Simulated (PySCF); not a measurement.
C₇H₇NO, SMILES c1oc(cc1)CCC#N, GFN2-xTB optimised geometry. Atoms within 1.6 Å of the plane z = 0.0 Å (x, y, z in Å): C3 (-1.80, -2.04, -1.49), C4 (-1.42, -1.69, -0.04), C5 (-0.43, -0.57, 0.00), C6 (0.93, -0.57, 0.00), C7 (1.33, 0.79, 0.00), C8 (0.18, 1.51, 0.00), O9 (-0.89, 0.70, -0.01), H11 (-2.58, -2.82, -1.50), H12 (-1.00, -2.56, 0.45), H13 (-2.33, -1.38, 0.49), H14 (1.57, -1.43, -0.01), H15 (2.33, 1.17, 0.00), H16 (-0.01, 2.56, 0.00).

Level of theory: PBE/def2-TZVP (PySCF 2.14.0). Cells within 0.4 Å of a nucleus heavier than hydrogen are left out (blank, or x).

Map of the deformation density (molecule minus spherical neutral atoms) (e/bohr³) on the plane z = 0.0 Å:

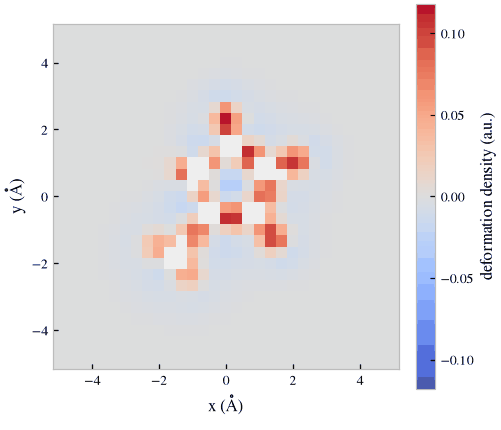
Fig. 1. Deformation density (molecule minus spherical neutral atoms) (e/bohr³) on the plane z = 0.0 Å.
